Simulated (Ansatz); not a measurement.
## Electronic structure of F4HOW···H2 (doublet) in real space

Input file:

```
crystal:
  periodic: [false, false, false]
  atoms:
    - { symbol: W, position_ang: [0.0, 0.0, 0.0] }
    - { symbol: H, position_ang: [0.0, 0.0, 1.97] }
    - { symbol: O, position_ang: [1.94, 0.0, 0.0] }
    - { symbol: H, position_ang: [2.2771, -0.9519, -0.0197] }
    - { symbol: F, position_ang: [0.0, 1.85, 0.0] }
    - { symbol: F, position_ang: [-1.85, 0.0, 0.0] }
    - { symbol: F, position_ang: [0.0, -1.85, 0.0] }
    - { symbol: F, position_ang: [0.0, 0.0, -1.85] }
    - { symbol: H, position_ang: [0.0, 0.0, 2.93] }
magnetization:
  spin_polarized: true
  initial_magnetization: 1
basis:
  gaussian: { orbitals: def2-SVP }
hamiltonian:
  xc: b3lyp
relax:
  f_tol: 0.15
  max_steps: 25
  restrain:
    - { distance: [1, 8], at: 0.66, k: 30.0 }
    - { distance: [0, 1], at: 2.92, k: 30.0 }
output:
  orbitals: {}
```

Run with:

```sh
ansatz run input.yaml --threads 4 --pin off --max-ram 5120MiB --backend cpu --events-out ev --progress --plain --runs-dir out
```

The fields are those of the run's last geometry, not of the input's.

Core potentials replace the inner electrons of W; not at a stationary point (largest force 1.7 eV/Å).

Level of theory: UKS B3LYP/def2-SVP in Ansatz 0.2.0.

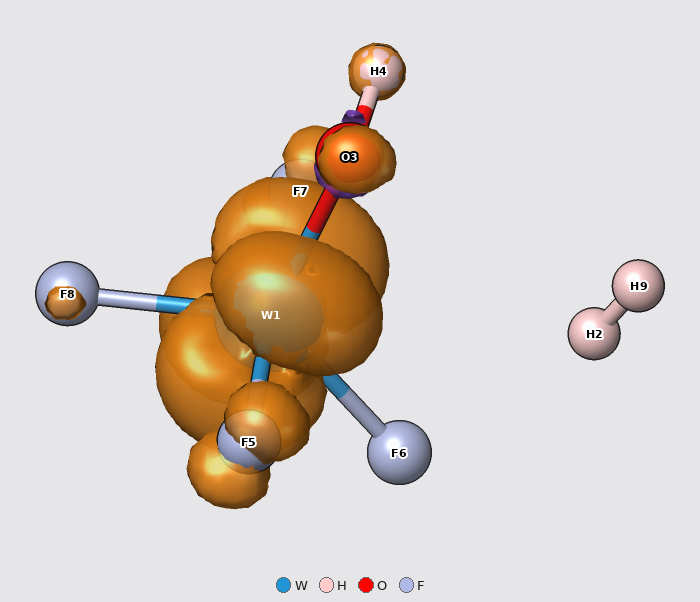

Figure 1. Isosurfaces of the spin density at +0.04 (orange) and −0.04 e/Å³ (purple), seen across its widest extent.

Q: Describe the spin distribution.

A: The unpaired spin (1 electron) lies mostly on W1 (about 0.8) and F5 (about 0.1), in electrons by Hirshfeld's partition.

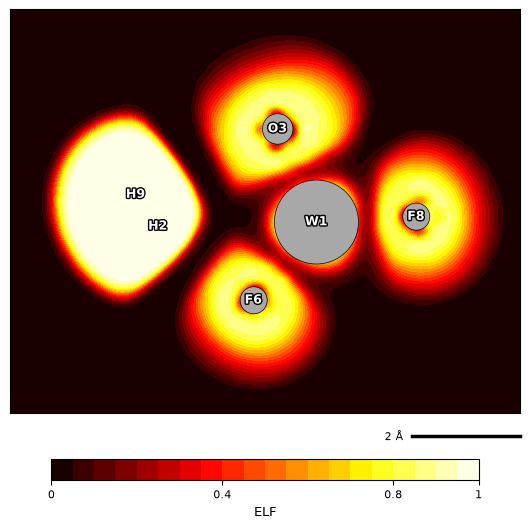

Figure 2. ELF on the plane of atoms F6, W1 and F8. Grey discs cover the atomic cores.

Q: Describe what can be read from this map.

A:
- The plane passes through W, H, O and F nuclei.
- W1···H2 (2.93 Å): the ELF dips to about 0 between them.
- W–F (1.85 Å): the ELF peaks at about 0.85 in the valence shell of F, 0.5 Å from its nucleus, and drops to about 0.20 between the two atoms.
- W–O (1.87 Å): the ELF peaks at about 0.85 in the valence shell of O, 0.5 Å from its nucleus, and drops to about 0.25 between the two atoms.
- H–H (0.72 Å): the ELF peaks at about 1 between the atoms: an ordinary covalent bond to hydrogen.

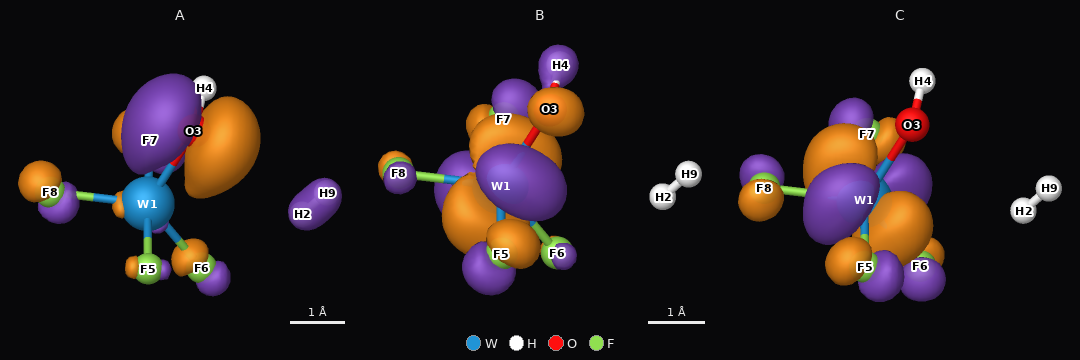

Figure 3. Three frontier orbitals at ±0.15 Å⁻³ᐟ² (orange and purple are the two phases), in no order.

Q: Order the three orbitals by energy and name them. All are α orbitals.

A: A is the HOMO−1 (α) (−10.77 eV). Its weight (Hirshfeld) is mainly on O3 (about 65 %) and F7 (about 5 %). B is the HOMO (α) (−6.54 eV). It lies mainly on W1 (about 65 %), F5 (about 10 %), F7 (about 10 %) and O3 (about 5 %). C is the LUMO (α) (−3.83 eV). By Hirshfeld shares it lies mainly on W1 (about 70 %), F5 (about 10 %), F7 (about 10 %), F6 (about 5 %) and F8 (about 5 %).

Q: What is the gap between the highest occupied and lowest empty α orbitals?

A: 2.71 eV between the orbital energies.

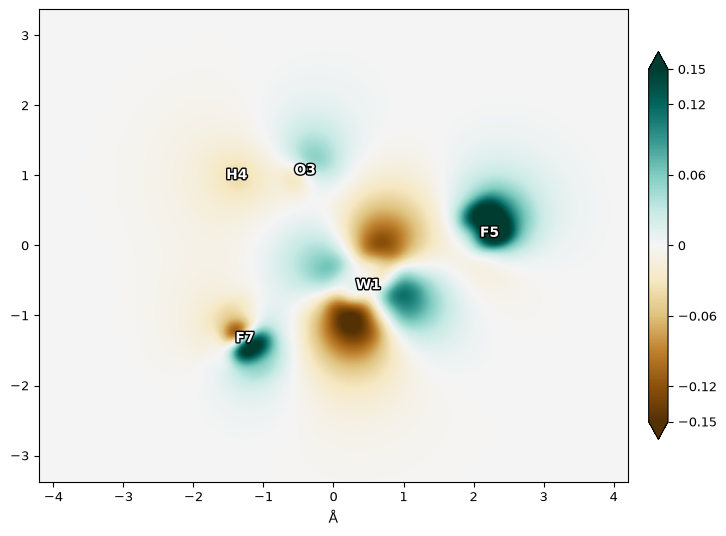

Figure 4. The LUMO (β) on the plane of atoms O3, W1 and F7 (values in Å⁻³ᐟ²; the overall sign is arbitrary).

Q: Describe this orbital and give its energy.

A: It lies mainly on W1 (about 70 %), F5 (about 10 %), F7 (about 10 %), F6 (about 5 %) and F8 (about 5 %). Its energy is −3.45 eV.
